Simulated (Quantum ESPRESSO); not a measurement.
# BP (F-43m): phonons against volume, part 5 of 8

Wanted: mode Grüneisen parameters of BP and a free-energy fit over volumes.

What experiment has found for this phase:
- volume expansion coefficient 9.6 1e-6/K near room temperature (given in “Thermal expansion coefficients of high thermal conducting BAs and BP materials (three times its linear coefficient)”, 2019, arxiv:1906.04101)

Quantum ESPRESSO 7.5; DFT LDA, scalar-relativistic, plane waves, GBRV ultrasoft pseudopotentials.

So far. Step 4 (Self-consistent run): On a basis chosen for the relaxed cell the pressure is -0.013 GPa, small enough for phonons. Step 5 (Born charges and dielectric tensor): The Born charges sum to zero within 0.0031 e; the rest is removed before use. Acoustic frequencies in this log differ from zero by the error of the sum rule, which ph.x does not impose.

## (6) Forces on a displaced cell

System of this step: BP. The cell holds 54 atoms: 27 B and 27 P. Cell: a = 9.532 Å, b = 9.532 Å, c = 9.532 Å, α = 60.0°, β = 60.0°, γ = 60.0°. It derives from BP, repeated 3×3×3.

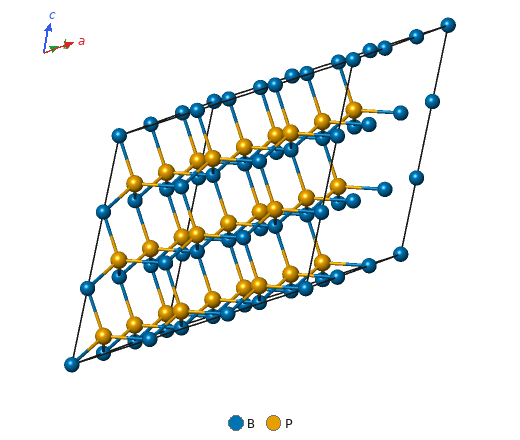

The cell of this step (boron blue, phosphorus orange). Bonds to atoms that aren't drawn are left out. Some periodic images of atoms are drawn too.

File disp-00002.in:

```
 &control
    calculation='scf',
    prefix='x',
    outdir='./tmp',
    pseudo_dir='./pseudo',
    tprnfor=.true.,
    disk_io='none',
 /
 &system
    ibrav=0,
    nat=54,
    ntyp=2,
    ecutwfc=40.0,
    ecutrho=240.0,
    occupations='fixed',
    nbnd=110,
 /
 &electrons
    conv_thr=1.0d-11,
    mixing_beta=0.7,
    electron_maxstep=100,
 /
ATOMIC_SPECIES
 B      10.8100  B.upf
 P      30.9738  P.upf
CELL_PARAMETERS angstrom
     0.000000000    6.739888812    6.739888812
     6.739888812    0.000000000    6.739888812
     6.739888812    6.739888812    0.000000000
ATOMIC_POSITIONS crystal
 B      0.000000000   0.000000000   0.000000000
 B      0.333333333   0.000000000   0.000000000
 B      0.666666667   0.000000000   0.000000000
 B      0.000000000   0.333333333   0.000000000
 B      0.333333333   0.333333333   0.000000000
 B      0.666666667   0.333333333   0.000000000
 B      0.000000000   0.666666667   0.000000000
 B      0.333333333   0.666666667   0.000000000
 B      0.666666667   0.666666667   0.000000000
 B      0.000000000   0.000000000   0.333333333
 B      0.333333333   0.000000000   0.333333333
 B      0.666666667   0.000000000   0.333333333
 B      0.000000000   0.333333333   0.333333333
 B      0.333333333   0.333333333   0.333333333
 B      0.666666667   0.333333333   0.333333333
 B      0.000000000   0.666666667   0.333333333
 B      0.333333333   0.666666667   0.333333333
 B      0.666666667   0.666666667   0.333333333
 B      0.000000000   0.000000000   0.666666667
 B      0.333333333   0.000000000   0.666666667
 B      0.666666667   0.000000000   0.666666667
 B      0.000000000   0.333333333   0.666666667
 B      0.333333333   0.333333333   0.666666667
 B      0.666666667   0.333333333   0.666666667
 B      0.000000000   0.666666667   0.666666667
 B      0.333333333   0.666666667   0.666666667
 B      0.666666667   0.666666667   0.666666667
 P      0.085431608   0.083333333   0.083333333
 P      0.416666667   0.083333333   0.083333333
 P      0.750000000   0.083333333   0.083333333
 P      0.083333333   0.416666667   0.083333333
 P      0.416666667   0.416666667   0.083333333
 P      0.750000000   0.416666667   0.083333333
 P      0.083333333   0.750000000   0.083333333
 P      0.416666667   0.750000000   0.083333333
 P      0.750000000   0.750000000   0.083333333
 P      0.083333333   0.083333333   0.416666667
 P      0.416666667   0.083333333   0.416666667
 P      0.750000000   0.083333333   0.416666667
 P      0.083333333   0.416666667   0.416666667
 P      0.416666667   0.416666667   0.416666667
 P      0.750000000   0.416666667   0.416666667
 P      0.083333333   0.750000000   0.416666667
 P      0.416666667   0.750000000   0.416666667
 P      0.750000000   0.750000000   0.416666667
 P      0.083333333   0.083333333   0.750000000
 P      0.416666667   0.083333333   0.750000000
 P      0.750000000   0.083333333   0.750000000
 P      0.083333333   0.416666667   0.750000000
 P      0.416666667   0.416666667   0.750000000
 P      0.750000000   0.416666667   0.750000000
 P      0.083333333   0.750000000   0.750000000
 P      0.416666667   0.750000000   0.750000000
 P      0.750000000   0.750000000   0.750000000
K_POINTS automatic
 3 3 3 0 0 0
```

Launch:

```bash
OMP_NUM_THREADS=1 mpirun -n 4 pw.x -nk 4 -in disp-00002.in > disp-00002.out
```

Output:

```text
[banner, memory and clock lines left out]
Program PWSCF v.7.5

     Message from routine setup:
     using ibrav=0 with symmetry is DISCOURAGED, use correct ibrav instead

     G-vector sticks info

     bravais-lattice index     =            0
     lattice parameter (alat)  =      18.0122  a.u.
     unit-cell volume          =    4132.2329 (a.u.)^3
     number of atoms/cell      =           54
     number of atomic types    =            2
     number of electrons       =       216.00
     number of Kohn-Sham states=          110
     kinetic-energy cutoff     =      40.0000  Ry
     charge density cutoff     =     240.0000  Ry
     scf convergence threshold =      1.0E-11
     mixing beta               =       0.7000
     number of iterations used =            8  plain     mixing
     Exchange-correlation=  SLA  PZ   NOGX NOGC
                           (   1   1   0   0   0   0   0)

     celldm(1)=  18.012193  celldm(2)=   0.000000  celldm(3)=   0.000000
     celldm(4)=   0.000000  celldm(5)=   0.000000  celldm(6)=   0.000000

     crystal axes: (cart. coord. in units of alat)
               a(1) = (   0.000000   0.707107   0.707107 )
               a(2) = (   0.707107   0.000000   0.707107 )
               a(3) = (   0.707107   0.707107   0.000000 )

     reciprocal axes: (cart. coord. in units 2 pi/alat)
               b(1) = ( -0.707107  0.707107  0.707107 )
               b(2) = (  0.707107 -0.707107  0.707107 )
               b(3) = (  0.707107  0.707107 -0.707107 )

     PseudoPot. # 1 for B  read from file:
     ./pseudo/B.upf
     Pseudo is Ultrasoft + core correction, Zval =  3.0
     Using radial grid of  781 points,  4 beta functions with:
                l(1) =   0
                l(2) =   0
                l(3) =   1
                l(4) =   1
     Q(r) pseudized with  8 coefficients,  rinner =    1.100   1.100   1.100

     PseudoPot. # 2 for P  read from file:
     ./pseudo/P.upf
     Pseudo is Ultrasoft + core correction, Zval =  5.0
     Using radial grid of  903 points,  6 beta functions with:
                l(1) =   0
                l(2) =   0
                l(3) =   1
                l(4) =   1
                l(5) =   2
                l(6) =   2
     Q(r) pseudized with  8 coefficients,  rinner =    1.300   1.300   1.300
                                                       1.300   1.300

     atomic species   valence    mass     pseudopotential
     B                 3.00    10.81000     B ( 1.00)
     P                 5.00    30.97380     P ( 1.00)

      2 Sym. Ops. (no inversion) found

   Cartesian axes

     site n.     atom                  positions (alat units)
         1        B      tau(   1) = (   0.0000000   0.0000000   0.0000000  )
         2        B      tau(   2) = (   0.0000000   0.2357023   0.2357023  )
         3        B      tau(   3) = (   0.0000000   0.4714045   0.4714045  )
         4        B      tau(   4) = (   0.2357023   0.0000000   0.2357023  )
         5        B      tau(   5) = (   0.2357023   0.2357023   0.4714045  )
         6        B      tau(   6) = (   0.2357023   0.4714045   0.7071068  )
         7        B      tau(   7) = (   0.4714045   0.0000000   0.4714045  )
         8        B      tau(   8) = (   0.4714045   0.2357023   0.7071068  )
         9        B      tau(   9) = (   0.4714045   0.4714045   0.9428090  )
        10        B      tau(  10) = (   0.2357023   0.2357023   0.0000000  )
        11        B      tau(  11) = (   0.2357023   0.4714045   0.2357023  )
        12        B      tau(  12) = (   0.2357023   0.7071068   0.4714045  )
        13        B      tau(  13) = (   0.4714045   0.2357023   0.2357023  )
        14        B      tau(  14) = (   0.4714045   0.4714045   0.4714045  )
        15        B      tau(  15) = (   0.4714045   0.7071068   0.7071068  )
        16        B      tau(  16) = (   0.7071068   0.2357023   0.4714045  )
[...]
20        B      tau(  20) = (   0.4714045   0.7071068   0.2357023  )
        21        B      tau(  21) = (   0.4714045   0.9428090   0.4714045  )
        22        B      tau(  22) = (   0.7071068   0.4714045   0.2357023  )
        23        B      tau(  23) = (   0.7071068   0.7071068   0.4714045  )
        24        B      tau(  24) = (   0.7071068   0.9428090   0.7071068  )
        25        B      tau(  25) = (   0.9428090   0.4714045   0.4714045  )
        26        B      tau(  26) = (   0.9428090   0.7071068   0.7071068  )
        27        B      tau(  27) = (   0.9428090   0.9428090   0.9428090  )
        28        P      tau(  28) = (   0.1178511   0.1193348   0.1193348  )
        29        P      tau(  29) = (   0.1178511   0.3535534   0.3535534  )
        30        P      tau(  30) = (   0.1178511   0.5892557   0.5892557  )
        31        P      tau(  31) = (   0.3535534   0.1178511   0.3535534  )
        32        P      tau(  32) = (   0.3535534   0.3535534   0.5892557  )
        33        P      tau(  33) = (   0.3535534   0.5892557   0.8249579  )
        34        P      tau(  34) = (   0.5892557   0.1178511   0.5892557  )
        35        P      tau(  35) = (   0.5892557   0.3535534   0.8249579  )
        36        P      tau(  36) = (   0.5892557   0.5892557   1.0606602  )
        37        P      tau(  37) = (   0.3535534   0.3535534   0.1178511  )
        38        P      tau(  38) = (   0.3535534   0.5892557   0.3535534  )
        39        P      tau(  39) = (   0.3535534   0.8249579   0.5892557  )
        40        P      tau(  40) = (   0.5892557   0.3535534   0.3535534  )
        41        P      tau(  41) = (   0.5892557   0.5892557   0.5892557  )
        42        P      tau(  42) = (   0.5892557   0.8249579   0.8249579  )
        43        P      tau(  43) = (   0.8249579   0.3535534   0.5892557  )
[...]
47        P      tau(  47) = (   0.5892557   0.8249579   0.3535534  )
        48        P      tau(  48) = (   0.5892557   1.0606602   0.5892557  )
        49        P      tau(  49) = (   0.8249579   0.5892557   0.3535534  )
        50        P      tau(  50) = (   0.8249579   0.8249579   0.5892557  )
        51        P      tau(  51) = (   0.8249579   1.0606602   0.8249579  )
        52        P      tau(  52) = (   1.0606602   0.5892557   0.5892557  )
        53        P      tau(  53) = (   1.0606602   0.8249579   0.8249579  )
        54        P      tau(  54) = (   1.0606602   1.0606602   1.0606602  )

     number of k points=    10
                       cart. coord. in units 2pi/alat
        k(    1) = (   0.0000000   0.0000000   0.0000000), wk =   0.0740741
[...]
iteration # 11     ecut=    40.00 Ry     beta= 0.70
     Davidson diagonalization with overlap
     ethr =  7.05E-10,  avg # of iterations =  4.6

     total energy              =    -594.27933684 Ry
     estimated scf accuracy    <       0.00000040 Ry

     iteration # 12     ecut=    40.00 Ry     beta= 0.70
     Davidson diagonalization with overlap
     ethr =  1.83E-10,  avg # of iterations =  3.0

     total energy              =    -594.27933678 Ry
     estimated scf accuracy    <       0.00000028 Ry

     iteration # 13     ecut=    40.00 Ry     beta= 0.70
     Davidson diagonalization with overlap
     ethr =  1.32E-10,  avg # of iterations =  2.0

     total energy              =    -594.27933676 Ry
     estimated scf accuracy    <       0.00000010 Ry

     iteration # 14     ecut=    40.00 Ry     beta= 0.70
     Davidson diagonalization with overlap
     ethr =  4.69E-11,  avg # of iterations =  2.9

     total energy              =    -594.27933677 Ry
     estimated scf accuracy    <       0.00000001 Ry

     iteration # 15     ecut=    40.00 Ry     beta= 0.70
     Davidson diagonalization with overlap
     ethr =  4.83E-12,  avg # of iterations =  5.8

     total energy              =    -594.27933677 Ry
     estimated scf accuracy    <          6.4E-09 Ry

     iteration # 16     ecut=    40.00 Ry     beta= 0.70
     Davidson diagonalization with overlap
     ethr =  2.96E-12,  avg # of iterations =  2.0

     total energy              =    -594.27933677 Ry
     estimated scf accuracy    <          1.4E-09 Ry

     iteration # 17     ecut=    40.00 Ry     beta= 0.70
     Davidson diagonalization with overlap
     ethr =  6.48E-13,  avg # of iterations =  6.1

     total energy              =    -594.27933678 Ry
     estimated scf accuracy    <          4.8E-11 Ry

     iteration # 18     ecut=    40.00 Ry     beta= 0.70
     Davidson diagonalization with overlap
     ethr =  1.00E-13,  avg # of iterations =  5.6

     total energy              =    -594.27933678 Ry
     estimated scf accuracy    <          6.5E-11 Ry

     iteration # 19     ecut=    40.00 Ry     beta= 0.70
     Davidson diagonalization with overlap
     ethr =  1.00E-13,  avg # of iterations =  1.0

     End of self-consistent calculation

          k = 0.0000 0.0000 0.0000 ( 17573 PWs)   bands (ev):

    -6.2456  -4.2906  -4.2813  -4.2796  -4.2796  -4.2796  -4.2796  -4.2779
    -4.2692  -3.6016  -3.5944  -3.5934  -3.5934  -3.5924  -3.5851  -1.6935
    -1.6864  -1.6858  -1.6847  -1.6842  -1.6834  -1.6834  -1.6826  -1.6821
    -1.6810  -1.6805  -1.6735   1.5232   1.5368   1.5388   1.5390   1.5396
     1.5398   1.5398   1.5399   1.5405   1.5407   1.5427   1.5559   2.5719
     2.5756   2.5795   2.5796   2.5797   2.5797   2.5835   2.5872   2.8762
     2.8781   2.8826   2.8841   2.8845   2.8850   2.8850   2.8856   2.8859
     2.8876   2.8923   2.8940   3.8312   3.8370   3.8389   3.8389   3.8408
     3.8467   5.8326   5.8398   5.8406   5.8425   5.8431   5.8432   5.8432
     5.8433   5.8439   5.8457   5.8465   5.8534   6.2842   6.2880   6.2917
     6.2927   6.2934   6.2938   6.2938   6.2942   6.2948   6.2959   6.2998
     6.3038   7.9049   7.9220   7.9240   7.9242   7.9267   7.9270   7.9272
     7.9272   7.9273   7.9273   7.9275   7.9278   7.9302   7.9304   7.9327
     7.9502   9.4140   9.4197   9.4257  10.7177  10.7236

          k = 0.2357 0.2357-0.2357 ( 17628 PWs)   bands (ev):

    -6.0182  -5.3462  -4.4803  -4.4756  -4.4713  -4.2478  -4.2433  -4.2387
    -3.6779  -3.6739  -3.6700  -3.0742  -2.7301  -2.7266  -2.7234  -2.5944
    -2.5902  -2.5859  -1.6732  -1.6683  -1.6678  -1.6674  -1.6669  -1.6621
[...]
8.4234   8.4311   9.0554   9.0640  11.0783  11.0849

          k = 0.4714 0.0000-0.0000 ( 17646 PWs)   bands (ev):

[...]
8.4920   8.4949   8.4978   8.5027  10.5831  11.2151

          k =-0.0000-0.4714 0.4714 ( 17690 PWs)   bands (ev):

[...]
7.8503   8.1954   8.1956   9.0829  10.9154  11.9318

          k =-0.2357 0.2357 0.2357 ( 17628 PWs)   bands (ev):

[...]
8.4263   8.4308   9.0592   9.0643  11.0817  11.0857

          k = 0.2357 0.2357 0.2357 ( 17628 PWs)   bands (ev):

[...]
8.4236   8.4280   9.0551   9.0599  11.0813  11.0818

          k =-0.0000 0.4714 0.0000 ( 17646 PWs)   bands (ev):

[...]
8.4938   8.4952   8.4969   8.5046  10.5831  11.2151

          k =-0.0000-0.4714-0.4714 ( 17690 PWs)   bands (ev):

[...]
7.8503   8.1912   8.1999   9.0828  10.9155  11.9367

          k =-0.4714-0.0000-0.4714 ( 17690 PWs)   bands (ev):

[...]
7.8478   8.1942   8.1995   9.0791  10.9141  11.9312

          k = 0.4714 0.0000-0.4714 ( 17690 PWs)   bands (ev):

[...]
1.8845   1.8876   2.2887   2.2936   2.9451   2.9456   2.9485   2.9529
     3.4006   3.4053   3.5582   4.0997   4.1013   4.1046   4.1055   4.3330
     4.3381   4.3773   4.4895   4.4932   4.6232   4.7298   4.7324   5.0741
     5.0775   5.2174   5.2215   5.2235   5.2274   5.3205   5.3254   5.3332
     5.3436   5.3505   5.3519   5.3537   5.4159   5.4176   5.4188   5.4204
     6.0077   6.0105   6.1227   6.1287   6.2876   6.2945   6.4900   6.4926
     6.5642   6.5713   6.5723   6.5752   6.7927   7.1057   7.1090   7.1103
     7.1148   7.3394   7.3464   7.4358   7.7005   7.7090   7.8010   7.8085
     7.8530   8.1915   8.1966   9.0866  10.9169  11.9325

     highest occupied, lowest unoccupied level (ev):     9.4257   10.5831

!    total energy              =    -594.27933678 Ry
     estimated scf accuracy    <          9.3E-12 Ry

     The total energy is the sum of the following terms:
     one-electron contribution =     188.29261668 Ry
     hartree contribution      =      33.28127892 Ry
     xc contribution           =    -243.66600147 Ry
     ewald contribution        =    -572.18723090 Ry

     convergence has been achieved in  19 iterations

     Forces acting on atoms (cartesian axes, Ry/au):

     atom    1 type  1   force =     0.00254988    0.00394108    0.00394108
     atom    2 type  1   force =    -0.00291424    0.00423918    0.00423918
     atom    3 type  1   force =    -0.00000069    0.00006908    0.00006908
     atom    4 type  1   force =    -0.00002518    0.00137141    0.00135059
     atom    5 type  1   force =    -0.00002212   -0.00009661   -0.00006267
     atom    6 type  1   force =     0.00002253   -0.00006215   -0.00009438
     atom    7 type  1   force =     0.00003394    0.00023215    0.00003772
     atom    8 type  1   force =     0.00000214   -0.00007522   -0.00007105
     atom    9 type  1   force =    -0.00003085    0.00003561    0.00023295
     atom   10 type  1   force =    -0.00002518    0.00135059    0.00137141
     atom   11 type  1   force =    -0.00002212   -0.00006267   -0.00009661
     atom   12 type  1   force =     0.00002253   -0.00009438   -0.00006215
     atom   13 type  1   force =    -0.00007243   -0.00002318   -0.00002318
     atom   14 type  1   force =     0.00000018   -0.00002226   -0.00002226
     atom   15 type  1   force =     0.00007201   -0.00002377   -0.00002377
     atom   16 type  1   force =    -0.00007185   -0.00000124    0.00001029
[...]
atom   47 type  2   force =    -0.00030671   -0.00034815    0.00026050
     atom   48 type  2   force =     0.00000002    0.00008792    0.00008836
     atom   49 type  2   force =     0.00000413   -0.00004549   -0.00004940
     atom   50 type  2   force =    -0.00000056    0.00001976    0.00004905
     atom   51 type  2   force =    -0.00000057    0.00004834    0.00002022
     atom   52 type  2   force =     0.00007942    0.00000831    0.00000831
     atom   53 type  2   force =    -0.00000057    0.00001998    0.00001998
     atom   54 type  2   force =    -0.00007932    0.00000923    0.00000923

     Total force =     0.020525     Total SCF correction =     0.000002
     Message from routine punch:
     Nothing written, as per user request (disk_io='none')
```

Run time: 5.8 min. Hardware: 4 MPI ranks of Intel Xeon 6975P-C (Granite Rapids), shared host.

This step gave:

```yaml
gap_on_the_k_mesh: 1.157 eV
```

Force (size) by element, in eV/Å:

```
element  atoms   mean  spread (r.m.s.)  least  largest
      B     27  0.018            0.043  0.000    0.171
      P     27  0.026            0.086  0.001    0.462
```

The atoms with the largest values:

```csv
atom,"x, y, z (Å)",force (eV/Å)
P28,"1.12, 1.14, 1.14","0.010, -0.327, -0.327"
B2,"0.00, 2.25, 2.25","-0.075, 0.109, 0.109"
B1,"0.00, 0.00, 0.00","0.066, 0.101, 0.101"
B4,"2.25, 0.00, 2.25","-0.001, 0.035, 0.035"
B10,"2.25, 2.25, 0.00","-0.001, 0.035, 0.035"
P29,"1.12, 3.37, 3.37","-0.007, 0.022, 0.022"
P30,"1.12, 5.62, 5.62","0.007, 0.021, 0.021"
P31,"3.37, 1.12, 3.37","0.015, -0.016, 0.013"
```

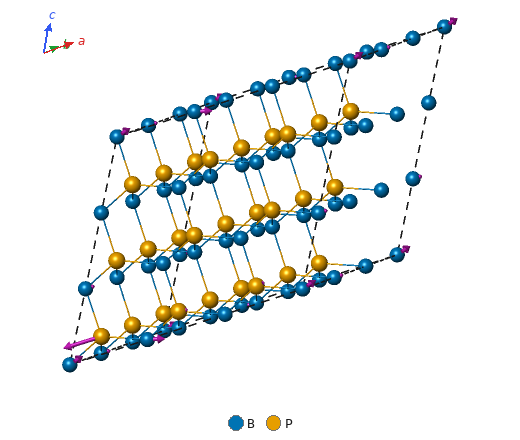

Force as arrows, the longest 0.462 eV/Å. Bonds to atoms that aren't drawn are left out. Some periodic images of atoms are drawn too.

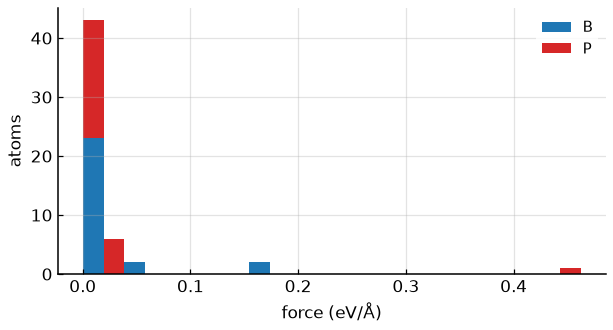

Force as a stacked histogram.

At this level the gap is 1.16 eV on the k-mesh of the self-consistent run, which can miss the band edges.

## (7) Forces on a displaced cell

One atom (for the harmonic constants) or a pair of atoms (for the cubic ones) is moved by a few hundredths of an ångström; the forces on all atoms give a column of force constants. The threshold is tight because the forces are small.

disp-00001.in, as its differences from disp-00002.in of step 6:

```diff
@@ -30,3 +30,3 @@
 ATOMIC_POSITIONS crystal
- B      0.000000000   0.000000000   0.000000000
+ B      0.002098274   0.000000000   0.000000000
  B      0.333333333   0.000000000   0.000000000
@@ -57,3 +57,3 @@
  B      0.666666667   0.666666667   0.666666667
- P      0.085431608   0.083333333   0.083333333
+ P      0.083333333   0.083333333   0.083333333
  P      0.416666667   0.083333333   0.083333333
```

Launch:

```bash
OMP_NUM_THREADS=1 mpirun -n 4 pw.x -nk 4 -in disp-00001.in > disp-00001.out
```

Output:

```text
[banner, memory and clock lines left out]
Program PWSCF v.7.5

     Message from routine setup:
     using ibrav=0 with symmetry is DISCOURAGED, use correct ibrav instead

     G-vector sticks info

     bravais-lattice index     =            0
     lattice parameter (alat)  =      18.0122  a.u.
     unit-cell volume          =    4132.2329 (a.u.)^3
     number of atoms/cell      =           54
     number of atomic types    =            2
     number of electrons       =       216.00
[...]
atom    1 type  1   force =    -0.00043338   -0.01118536   -0.01118536
     atom    2 type  1   force =     0.00029943    0.00041337    0.00041337
     atom    3 type  1   force =    -0.00029693    0.00039670    0.00039670
[...]
atom   53 type  2   force =     0.00009332   -0.00002328   -0.00002328
     atom   54 type  2   force =     0.00000007   -0.00002229   -0.00002229

     Total force =     0.018529     Total SCF correction =     0.000003
     Message from routine punch:
     Nothing written, as per user request (disk_io='none')
[key lines of the parts left out:]
!    total energy              =    -594.27938016 Ry
convergence has been achieved in  17 iterations
```

Wall time 6 min (4 MPI ranks).

[end of part 5 of 8]

[Logs are printed without paths, hosts, clocks, repeated set-up lines and the standing remarks that a program may print on its own settings, such as how far it seeks lower states.]

[Hosts, paths, dates, database ids (printed as entryN), source tags and the programs' standing remarks are cut or masked in the printed files.]

[A step with changed settings may run another functional than the one named; its input shows which.]

[Of the runs on displaced cells, only some may be shown.]
